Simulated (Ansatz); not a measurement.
**C, pressure series**

Start from C in the diamond structure (space group Fd-3m, No. 227; a = 3.560 Å).

Cell and atoms are relaxed at each pressure.

All numbers come from plane-wave PAW DFT at the r2SCAN level (Ansatz, a quantum-chemistry and plane-wave program, 500 eV), no spin-orbit coupling.

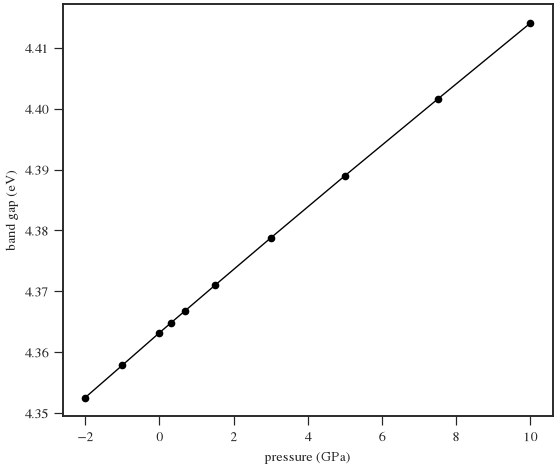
Figure. Band gap against pressure

Q: From the plot, what is the band gap for pressure 3 GPa?

A: About 4.38 eV.

Q: Is the trend monotonic over the range shown?

A: Yes, it rises throughout, spanning 4.35 eV to 4.41 eV.

Load acts through the strain it causes; cell and atoms are relaxed under it. No phonon test of stability was made. Competing high-pressure phases were not computed.
